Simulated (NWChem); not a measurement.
# Si2NH7O2 (SMILES O[SiH2]N[SiH2]O) at 5 levels

Aim: a comparison of 5 runs (HF/STO-3G, HF/3-21G, B3LYP/6-31G*, MP2/6-31G*) of Si2NH7O2. 

Program for the calculation: NWChem 7.3.0.

## 1. Starting point

The species is Si2NH7O2 (12 atoms), meant as a singlet with charge 0. As SMILES, `O[SiH2]N[SiH2]O`. The shape is that of a PBE0-D4/def2-TZVP optimisation. This is a higher conformer, about 10 kJ/mol above the lowest found by a separate search.

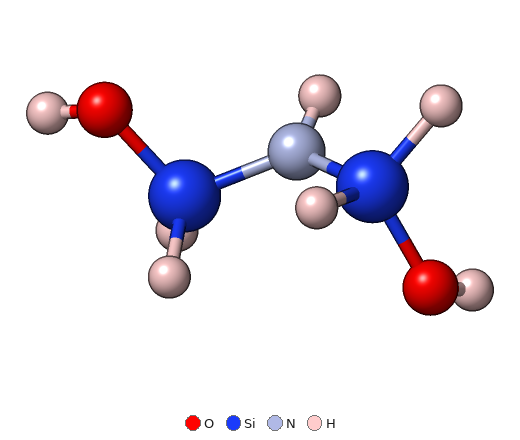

The structure, seen from a chosen angle (oxygen red, silicon blue, nitrogen light blue, hydrogen pink).

## 2. Energy and forces at HF/STO-3G (run 1)

m1.nw reads:

```
echo
start m1
title "H7NO2Si2 gradient"
memory 2200 mb
charge 0

geometry noautosym nocenter noautoz
 O       -1.806400      -0.547500      -1.854000
 Si      -1.326700      -0.930200      -0.327300
 N        0.314100      -0.539600       0.023000
 Si       0.962200       1.001500       0.396100
 O        1.553700       0.979500       1.932900
 H       -1.345800      -0.961600      -2.584900
 H       -1.451800      -2.393700      -0.093000
 H       -2.236200      -0.140200       0.528100
 H        0.953100      -1.321400       0.060600
 H       -0.161500       1.959100       0.241500
 H        2.081200       1.378600      -0.512500
 H        2.281800       1.570400       2.128700
end

basis spherical bse
 O library STO-3G
 Si library STO-3G
 N library STO-3G
 H library STO-3G
end

scf
 nopen 0
 rhf
 thresh 1e-08
 maxiter 80
 print medium
end

task scf gradient
```

Run with:

```sh
$ nwchem m1.nw > m1.out
```

The program printed:

```text
[...]
  functions       =    40
[...]
  wavefunction    = RHF
[...]
         Total SCF energy =   -776.767593086469
      One-electron energy =  -1690.495689176998
      Two-electron energy =    607.995623366673
 Nuclear repulsion energy =    305.732472723857
        Time for solution =      2.7s
[...]
                         RHF ENERGY GRADIENTS
    atom               coordinates                        gradient
                 x          y          z           x          y          z
   1 O      -3.413601  -1.034625  -3.503552    0.025058  -0.025029  -0.007401
   2 Si     -2.507099  -1.757823  -0.618507    0.005677   0.024498  -0.030431
   3 N       0.593563  -1.019696   0.043464    0.008898  -0.007189   0.002605
   4 Si      1.818294   1.892561   0.748520   -0.003027  -0.028424   0.034733
   5 O       2.936067   1.850987   3.652651    0.023236   0.026011  -0.017862
   6 H      -2.543193  -1.817161  -4.884753   -0.020253   0.017869   0.012933
   7 H      -2.743504  -4.523437  -0.175745    0.000425  -0.030939   0.004460
   8 H      -4.225805  -0.264940   0.997964   -0.017547   0.016902   0.016430
   9 H       1.801098  -2.497084   0.114517   -0.002377   0.001746   0.000041
  10 H      -0.305191   3.702162   0.456369   -0.025178   0.017731  -0.004046
  11 H       3.932898   2.605176  -0.968485    0.024869   0.007221  -0.017063
[...]
```

Run time: 3.9 s. Hardware: 1 thread of Intel Xeon Platinum 8488C (Sapphire Rapids), shared host; peak memory 0.099 GiB.

## 3. Energy and gradient at HF/3-21G (run 2)

test.xyz reads:

```xyz
12
H7NO2Si2
O     -1.806400    -0.547500    -1.854000
Si    -1.326700    -0.930200    -0.327300
N      0.314100    -0.539600     0.023000
Si     0.962200     1.001500     0.396100
O      1.553700     0.979500     1.932900
H     -1.345800    -0.961600    -2.584900
H     -1.451800    -2.393700    -0.093000
H     -2.236200    -0.140200     0.528100
H      0.953100    -1.321400     0.060600
H     -0.161500     1.959100     0.241500
H      2.081200     1.378600    -0.512500
H      2.281800     1.570400     2.128700
```

test.nw reads:

```
start test
title "H7NO2Si2"
memory stack 880 mb heap 220 mb global 1100 mb
geometry units angstroms noautosym nocenter noautoz
  load test.xyz
end
basis spherical bse
  O library 3-21G
  Si library 3-21G
  N library 3-21G
  H library 3-21G
end
scf
  thresh 1e-08
  maxiter 80
end
task scf gradient
```

Run with:

```sh
$ nwchem test.nw > test.out
```

The program printed:

```text
[...]
  functions       =    67
[...]
  wavefunction    = RHF
[...]
         Total SCF energy =   -782.038238412095
      One-electron energy =  -1691.693371275946
      Two-electron energy =    603.922660139994
 Nuclear repulsion energy =    305.732472723857
        Time for solution =      3.3s
[...]
                         RHF ENERGY GRADIENTS
    atom               coordinates                        gradient
                 x          y          z           x          y          z
   1 O      -3.413601  -1.034625  -3.503552    0.001014   0.001051   0.018349
   2 Si     -2.507099  -1.757823  -0.618507    0.012104   0.003243  -0.027668
   3 N       0.593563  -1.019696   0.043464   -0.007601   0.014337   0.004944
   4 Si      1.818294   1.892561   0.748520    0.011143  -0.007483   0.017952
   5 O       2.936067   1.850987   3.652651   -0.012250  -0.006138  -0.013461
   6 H      -2.543193  -1.817161  -4.884753    0.002459  -0.002370   0.012596
   7 H      -2.743504  -4.523437  -0.175745    0.000207  -0.000256  -0.000152
   8 H      -4.225805  -0.264940   0.997964   -0.001527   0.002425  -0.000463
   9 H       1.801098  -2.497084   0.114517    0.002235  -0.003176  -0.000210
  10 H      -0.305191   3.702162   0.456369   -0.002621   0.000199   0.000840
  11 H       3.932898   2.605176  -0.968485   -0.000121  -0.000817   0.000158
[...]
```

Wall time 4.8 s (1 thread of Intel Xeon Platinum 8488C (Sapphire Rapids), shared host); peak memory 0.097 GiB.

Runs 3 to 4 aren't shown in full; the table further down has their settings and results.

## 4. Energy and forces at MP2/6-31G(d) (spherical functions) (run 5)

h7no2si2.nw reads:

```
start h7no2si2
title "H7NO2Si2 gradient"
memory total 2200 mb
geometry units angstroms noautosym nocenter noautoz
 O    -1.806400   -0.547500   -1.854000
 Si   -1.326700   -0.930200   -0.327300
 N     0.314100   -0.539600    0.023000
 Si    0.962200    1.001500    0.396100
 O     1.553700    0.979500    1.932900
 H    -1.345800   -0.961600   -2.584900
 H    -1.451800   -2.393700   -0.093000
 H    -2.236200   -0.140200    0.528100
 H     0.953100   -1.321400    0.060600
 H    -0.161500    1.959100    0.241500
 H     2.081200    1.378600   -0.512500
 H     2.281800    1.570400    2.128700
end
basis spherical bse
 * library 6-31G*
end
scf
 thresh 1e-08
 maxiter 80
 print low
end
mp2
 freeze core 13
 tight
end
task mp2 gradient
```

Run with:

```sh
$ nwchem h7no2si2.nw > h7no2si2.out
```

The program printed:

```text
[...]
  functions       =    92
[...]
  wavefunction    = RHF
[...]
         Total SCF energy =   -786.211121516345
      One-electron energy =  -1697.354516992767
      Two-electron energy =    605.410922752565
 Nuclear repulsion energy =    305.732472723857
        Time for solution =     16.6s
[...]
          Total MP2 energy          -786.885887026544
[...]
                         mp2 ENERGY GRADIENTS
    atom               coordinates                        gradient
                 x          y          z           x          y          z
   1 O      -3.413601  -1.034625  -3.503552    0.011299  -0.008765   0.006430
   2 Si     -2.507099  -1.757823  -0.618507    0.006136   0.004794  -0.012250
   3 N       0.593563  -1.019696   0.043464   -0.002136   0.003103   0.000370
   4 Si      1.818294   1.892561   0.748520    0.002792  -0.009890   0.010990
   5 O       2.936067   1.850987   3.652651    0.002327   0.007356  -0.011963
   6 H      -2.543193  -1.817161  -4.884753   -0.005790   0.004861   0.008860
   7 H      -2.743504  -4.523437  -0.175745   -0.000484   0.000155  -0.000569
   8 H      -4.225805  -0.264940   0.997964   -0.000516   0.000702   0.000411
   9 H       1.801098  -2.497084   0.114517   -0.004031   0.004610  -0.000520
  10 H      -0.305191   3.702162   0.456369   -0.000807   0.000650   0.000801
  11 H       3.932898   2.605176  -0.968485    0.000003  -0.000287   0.000408
[...]
```

Wall time 45 s (1 thread of Intel Xeon Platinum 8488C (Sapphire Rapids), shared host); peak memory 0.32 GiB.

## 5. Overview of the runs

```tsv
run	level	Cartesian functions	iteration cap	energy (Eh)	dipole moment (D)	HOMO energy (eV)	LUMO energy (eV)	wall time
1	HF/STO-3G	no	80	-776.767593	1.93	-7.98	12.63	3.9 s
2	HF/3-21G	no	80	-782.038238	3.31	-11.14	5.13	4.8 s
3	B3LYP/6-31G* (Cartesian functions)	yes	100	-788.517151	–	–	–	28 s
4	B3LYP/6-31G* (spherical functions)	no	100	-788.509780	2.84	-7.41	0.98	27 s
5	MP2/6-31G* (spherical functions)	no	80	-786.885887	2.95	–	–	45 s
```

## 6. Results

| quantity | value |
| --- | --- |
| run 5: total energy | -786.88589 Eh |
| run 5: dipole moment (of the density that the program reports) | 2.95 D |
| run 5: correlation energy (13 core orbitals frozen) | -674.8 mEh |
| run 5: largest force on an atom | 0.806 eV/Å |

**Reading.** Over runs 1, 2, 4, 5 the dipole moment (its size) runs from 1.93 D (HF/STO-3G) to 3.31 D (HF/3-21G). Over runs 1, 2, 4 the HOMO–LUMO gap runs from 8.39 eV (B3LYP/6-31G*) to 20.61 eV (HF/STO-3G). The two ends differ in method and basis. In run 1 the basis is minimal, so the values are rough. All runs together took 1.8 min, the longest 45 s.
